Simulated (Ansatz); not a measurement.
Consider BH6NSi (SMILES NB[SiH3]).

The calculation's input:

```
crystal:
  periodic: [false, false, false]
  atoms:
    - { symbol: "N", position_ang: [-1.2345, 0.7284, -0.772] }
    - { symbol: B, position_ang: [0.1059, 0.6783, -0.1793] }
    - { symbol: Si, position_ang: [0.6004, -0.8982, 0.8039] }
    - { symbol: H, position_ang: [-1.2786, 0.0324, -1.5095] }
    - { symbol: H, position_ang: [-1.3395, 1.6786, -1.3066] }
    - { symbol: H, position_ang: [0.8725, 1.592, -0.2976] }
    - { symbol: H, position_ang: [0.5827, -2.0745, -0.0563] }
    - { symbol: H, position_ang: [2.0499, -0.7208, 1.2973] }
    - { symbol: H, position_ang: [-0.2703, -1.0624, 2.0029] }
basis:
  gaussian: { orbitals: def2-SVP }
hamiltonian:
  xc: pbe
  dispersion: d4
relax:
  f_tol: 0.02
  max_steps: 40
output:
  orbitals: {}
```

Launched as:

```sh
ansatz run input.yaml --threads 1 --pin off --max-ram 2048MiB --backend cpu --events-out ev --progress --plain --runs-dir out
```

The fields are those of the relaxed geometry.

Theory: RKS PBE-D4/def2-SVP in Ansatz.

### What can the converged electron density and electron localisation function tell about the bonding?

B–N (1.40 Å): ρ is about 1.9 e/Å³ halfway; the ELF peaks at about 0.90 between the atoms: a shared but strongly polarised pair.
Si–B (2.02 Å): ρ is about 0.77 e/Å³ halfway; the ELF peaks at about 1 between the atoms, as expected for a covalent bond.
N–H (1.02 Å): ρ is about 2.8 e/Å³ halfway; the ELF climbs to about 1 towards the hydrogen, as it does in any bond to H: a covalent bond by its length.
B–H (1.22 Å): the density is about 1.1 e/Å³ at the midpoint; the ELF climbs to about 1 towards the hydrogen: a covalent bond by its length.

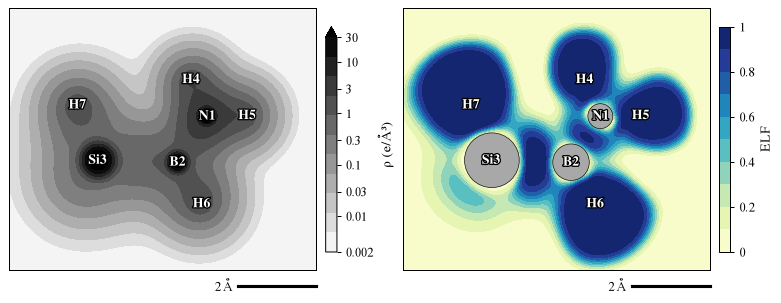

Computed electron density and electron localisation function on the plane of atoms Si3, B2 and H6, in this order. Grey discs cover the atomic cores in the ELF map. 
